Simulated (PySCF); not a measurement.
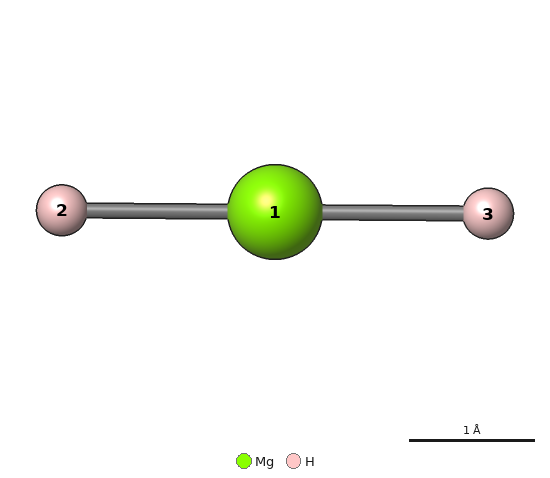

Orthographic view. Distant atoms are faded towards the background colour. The computed structure is the end point of a PBE0-D3(BJ)/def2-SVP optimisation. No frequency run is at hand to confirm it as a minimum.

List all interatomic distances (Å) as a matrix.

```
atom   Mg1    H2    H3
 Mg1  0.00            
  H2  1.71  0.00      
  H3  1.71  3.41  0.00
```
